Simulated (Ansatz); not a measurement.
# AlNH4 (AlH2(NH2)): CCSDTQ/STO-3G

What is the electronic atomisation energy of AlNH4 (AlH2(NH2)) at CCSDTQ/STO-3G? 

Program for the calculation: Ansatz 0.2.0.

54 further runs of the same task are left out: 2 that didn't finish, 52 set aside as unsound or not needed.

**1. The molecule**

The species is AlNH4 (6 atoms), meant as a singlet with charge 0. SMILES: `[H][Al]([H])[NH2]`. Geometry: a GFN2-xTB relaxation, a rough one for these elements and not checked as a minimum.

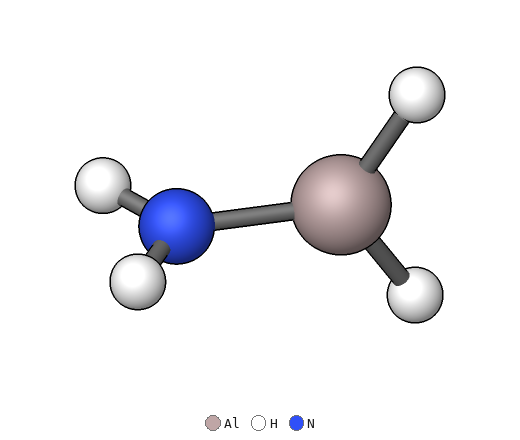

The structure, seen from a chosen angle (aluminium light grey, hydrogen white, nitrogen blue).

**2. A single-point energy at CCSDTQ/STO-3G**

Input file job.yaml:

```yaml
crystal:
  periodic: [false, false, false]
  atoms:
    - {symbol: Al, position_ang: [0.411220, 0.709780, 0.004090]}
    - {symbol: H, position_ang: [1.951140, 0.754090, 0.040220]}
    - {symbol: H, position_ang: [-0.317540, 2.068550, -0.020570]}
    - {symbol: N, position_ang: [-0.477760, -0.827010, -0.006690]}
    - {symbol: H, position_ang: [-0.803830, -1.337930, -0.819770]}
    - {symbol: H, position_ang: [-0.763230, -1.367490, 0.802720]}
basis:
  gaussian:
    orbitals: STO-3G
correlation:
  method: ccsdtq
  frozen_orbitals: {Al: 5, H: 0, "N": 1}
accuracy: high
scf:
  omitted_lower_state_checks: [cluster_reference, increment]
```

Run with:

```console
$ ansatz run job.yaml --threads 1 --pin off --max-ram 2610MiB --events-out events.jsonl --progress --plain --runs-dir runs
```

Standard output, shortened:

```text
Warning: RAYON_NUM_THREADS=1 ignored (pool sized by the plan → 1); use --threads N
Functional definition: HF
  name "HF"
[...]
312 factors; integrals over basis functions are off by at most 1.4e-8 eV
[...]
mean field -8029.32330925 eV, -295.0721891442 hartree, gradient 6.8e-8 eV, S^2 0.000000; 0 other end points of the search recorded, 0 dependent functions left out
6 core orbitals not correlated: weight in the atoms' cores, before any rotation towards them, 0.999 or more for the frozen orbitals, at most 0.000 for the correlated occupied ones
reference -8029.32330925 eV, -295.0721891442 hartree; 6, 6 occupied and 6, 6 virtual orbitals, 312 factors
second order -1.90805283 eV of doubles, -0.00000000 eV of singles
cycle   1  -2.35526530 eV  change   -4.5e-1 eV  update   5.5e-2
[...]
cycle  23  -2.61820096 eV  change   8.1e-11 eV  update  9.1e-10
Total energy: -8031.94151021 eV, -295.1684062549 hartree
Checks for a lower state left out: cluster_reference, increment
```

It took 3.9 s on 1 thread of Intel Xeon Platinum 8488C (Sapphire Rapids), shared host.

**3. The Al atom, same level**

Input file run.yaml:

```yaml
crystal:
  periodic: [false, false, false]
  atoms:
    - {symbol: Al, position_ang: [0.000000, 0.000000, 0.000000]}
basis:
  gaussian: {orbitals: STO-3G}
magnetization: {spin_polarized: true, initial_magnetization: 1}
correlation: {method: ccsdtq, frozen_orbitals: {Al: 5}}
accuracy: high
scf: {omitted_lower_state_checks: [cluster_reference, increment]}
```

Run the same way, it converges to -238.88392 Eh (log not shown).

**4. The H atom: the energy at UHF/STO-3G**

Input file input.yaml:

```yaml
basis:
  gaussian:
    orbitals: STO-3G
crystal:
  periodic: [false, false, false]
  atoms:
    - {symbol: H, position_ang: [0.000000, 0.000000, 0.000000]}
magnetization:
  spin_polarized: true
  initial_magnetization: 1
hamiltonian:
  xc: hf
accuracy: high
```

Run the same way, it converges to -0.46658 Eh (log not shown).

**5. The N atom**

Input file run.yaml:

```yaml
crystal:
  periodic: [false, false, false]
  atoms:
    - {symbol: N, position_ang: [0.000000, 0.000000, 0.000000]}
basis:
  gaussian: {orbitals: STO-3G}
magnetization: {spin_polarized: true, initial_magnetization: 3}
correlation: {method: ccsdtq, frozen_orbitals: {"N": 1}}
accuracy: high
scf: {omitted_lower_state_checks: [cluster_reference, increment]}
```

Run the same way, it converges to -53.71901 Eh (log not shown).

**6. Outcome**

Level: CCSDTQ/STO-3G, 6 core orbitals frozen.

| quantity | value |
| --- | --- |
| molecule: total energy | -295.16841 Eh |
| molecule: correlation energy (6 core orbitals frozen) | -96.2 mEh |
| molecule: T1 diagnostic | 0.007 |
| Al atom: total energy | -238.88392 Eh |
| Al atom: correlation energy (5 core orbitals frozen) | -25.6 mEh |
| Al atom: ⟨S²⟩ of the reference determinant | 0.750 |
| Al atom: T1 diagnostic | 0.000 |
| H atom: total energy | -0.46658 Eh |
| H atom: ⟨S²⟩ | 0.750 |
| N atom: total energy | -53.71901 Eh |
| N atom: correlation energy (1 core orbital frozen) | 0.0 mEh |
| N atom: ⟨S²⟩ of the reference determinant | 3.750 |
| N atom: T1 diagnostic | 0.000 |
| electronic atomisation energy | 19.025 eV |

Taking the molecule apart into free atoms costs 19.02 eV (439 kcal/mol), before zero-point energy and without spin-orbit coupling. In a minimal basis such a difference can be off by several eV, whatever the method.
